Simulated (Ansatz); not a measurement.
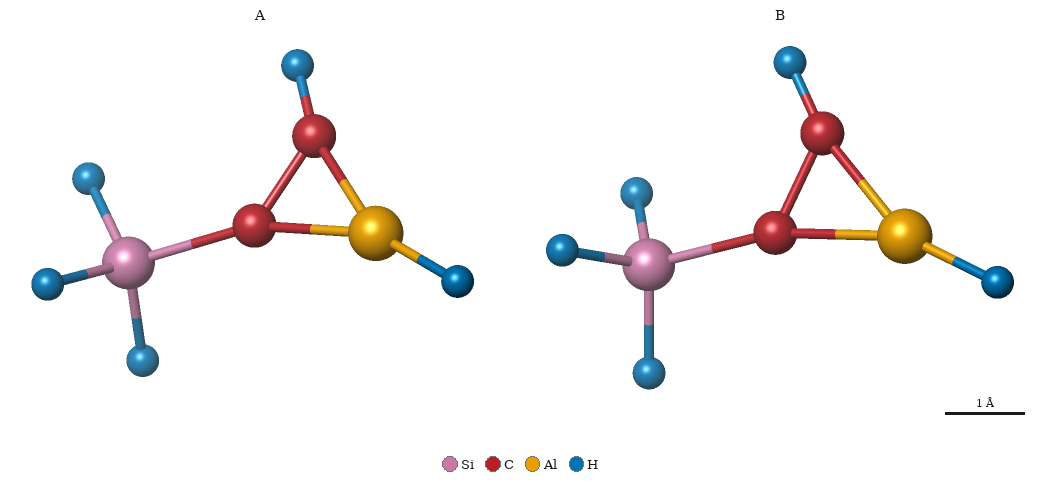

Two geometries of C₂H₅AlSi, drawn at one scale. One is the start of a relaxation, the other its converged end. A ball-and-stick model, seen at a tilt.

These are results of Ansatz 0.2.0, RKS B3LYP-D4/def2-SVP, not measurements. (no spin polarisation; force threshold 0.015 eV/Å; at most 40 steps)

Which one is relaxed?

Structure A is the relaxed one. The run prepares an end point of a later path (torsion) calculation, from a guessed geometry. The atom that moves furthest after the best rigid fit is an H atom (0.51 Å). Largest moves by element: H 0.51 Å, C 0.25 Å, Al 0.13 Å, Si 0.07 Å. Among the contacts that change: Al–C 1.936 → 1.883 Å, Al–C 1.913 → 1.861 Å, C–C 1.409 → 1.379 Å, H–Si 1.467 → 1.497 Å. Among the angles between lasting bonds that change: Si–C–C 126.4° → 131.8°, Si–C–Al 166.0° → 160.6°, C–C–H 124.0° → 127.2°. Groups turn about C–Si by about 30°. After 10 accepted moves (11 points after the start) the energy has fallen by 3.04 kcal/mol. Largest force component: 1.7 eV/Å at the start, 0.0078 eV/Å at the end. The line search rejected the trial step at point 3 of the run. The run took 43 s on 1 thread of Intel(R) Xeon(R) Processor @ 2.70GHz, on a shared host, peak memory 0.18 GiB.
